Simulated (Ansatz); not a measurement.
# BBr2Cl (dibromo(chloro)borane): CCSD/6-31G(d) (spherical functions)

What is the vertical singlet–triplet gap of BBr2Cl (dibromo(chloro)borane) at CCSD/6-31G* (spherical functions)? 

The results are computed with Ansatz 0.2.0.

51 further runs of the same task are left out: 2 that didn't finish, 49 set aside as unsound or not needed.

## 1. The molecule

BBr2Cl has 4 atoms, charge 0, and is taken as a singlet. As SMILES, `ClB(Br)Br`. The coordinates come from a PBE0-D4/def2-TZVP relaxation.

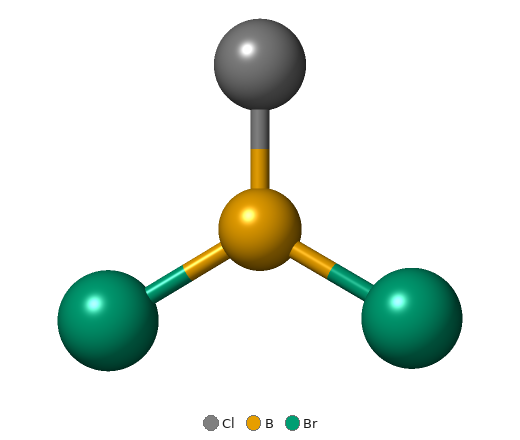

The structure, seen from a chosen angle (chlorine grey, boron amber, bromine teal).

## 2. A single-point energy at CCSD/6-31G(d) (spherical functions)

File molecule.yaml:

```yaml
crystal:
  periodic: [false, false, false]
  atoms:
    - symbol: Cl
      position_ang: [-0.203300, -1.644940, 0.633550]
    - symbol: B
      position_ang: [-0.004820, -0.039040, 0.015030]
    - symbol: Br
      position_ang: [1.283490, 1.123730, 0.785650]
    - symbol: Br
      position_ang: [-1.075360, 0.560270, -1.434250]
basis:
  gaussian:
    orbitals: 6-31G_st_-spherical.json
correlation:
  method: ccsd
  frozen_orbitals: {B: 1, Br: 9, Cl: 5}
accuracy: high
scf:
  omitted_lower_state_checks: [cluster_reference, increment]
```

The basis set 6-31G* is read from a file made from the Basis Set Exchange's data (not shown).

The run is started by

```
$ ansatz run molecule.yaml --threads 1 --pin off --max-ram 3480MiB --events-out events.jsonl --progress --plain --runs-dir runs
```

The program printed (excerpt; [...] marks lines left out):

```text
Warning: RAYON_NUM_THREADS=1 ignored (pool sized by the plan → 1); use --threads N
Functional definition: HF
  name "HF"
[...]
1835 factors; integrals over basis functions are off by at most 4.1e-9 eV
[...]
mean field -153158.67316409 eV, -5628.4774241029 hartree, gradient 1.0e-8 eV, S^2 0.000000; 0 other end points of the search recorded, 0 dependent functions left out
24 core orbitals not correlated: weight in the atoms' cores, before any rotation towards them, 1.000 or more for the frozen orbitals, at most 0.000 for the correlated occupied ones
reference -153158.67316409 eV, -5628.4774241029 hartree; 22, 22 occupied and 50, 50 virtual orbitals, 1835 factors
second order -19.37151693 eV of doubles, -0.00000000 eV of singles
cycle   1  -19.24588309 eV  change    1.3e-1 eV  update   9.0e-2
[...]
cycle  19  -19.65519675 eV  change    2.6e-9 eV  update   2.0e-9
Total energy: -153178.32836083 eV, -5629.1997392606 hartree
Checks for a lower state left out: cluster_reference, increment
```

Wall time 15 s (1 thread of Arm Neoverse V1, shared host); peak memory 0.4 GiB.

## 3. The triplet at the same level

File molecule.yaml:

```yaml
crystal:
  periodic: [false, false, false]
  atoms:
    - {symbol: Cl, position_ang: [-0.203300, -1.644940, 0.633550]}
    - {symbol: B, position_ang: [-0.004820, -0.039040, 0.015030]}
    - {symbol: Br, position_ang: [1.283490, 1.123730, 0.785650]}
    - {symbol: Br, position_ang: [-1.075360, 0.560270, -1.434250]}
basis:
  gaussian: {orbitals: 6-31G_st_-spherical.json}
magnetization: {spin_polarized: true, initial_magnetization: 2}
correlation: {method: ccsd, frozen_orbitals: {B: 1, Br: 9, Cl: 5}}
accuracy: high
scf: {omitted_lower_state_checks: [cluster_reference, increment]}
```

The basis set 6-31G* is read from a file made from the Basis Set Exchange's data (not shown).

The run is started by

```
$ ansatz run molecule.yaml --threads 1 --pin off --max-ram 3480MiB --events-out events.jsonl --progress --plain --runs-dir runs
```

The program printed:

```text
Warning: RAYON_NUM_THREADS=1 ignored (pool sized by the plan → 1); use --threads N
[... 21 lines left out ...]
24 core orbitals not correlated: weight in the atoms' cores, before any rotation towards them, 1.000 or more for the frozen orbitals, at most 0.000 for the correlated occupied ones
[... 36 lines left out ...]
Total energy: -153172.87212449 eV, -5628.9992262734 hartree
Checks for a lower state left out: cluster_reference, increment
```

Run time: 3.5 min. Hardware: 1 thread of Arm Neoverse V1, shared host; peak memory 1 GiB.

## 4. Summary of results

At CCSD/6-31G* (spherical functions), 24 core orbitals frozen:

| quantity | value |
| --- | --- |
| singlet: total energy | -5629.19974 Eh |
| singlet: correlation energy (24 core orbitals frozen) | -722.3 mEh |
| singlet: T1 diagnostic | 0.010 |
| triplet: total energy | -5628.99923 Eh |
| triplet: correlation energy (24 core orbitals frozen) | -715.4 mEh |
| triplet: ⟨S²⟩ of the reference determinant | 2.022 |
| triplet: T1 diagnostic | 0.055 |
| vertical energy of the triplet above the singlet | 5.456 eV |

In words: At this shape the triplet lies 5.46 eV (126 kcal/mol) above the singlet. The T1 diagnostic (triplet) of 0.055 is above the customary mark for such species, so a single reference may not serve.
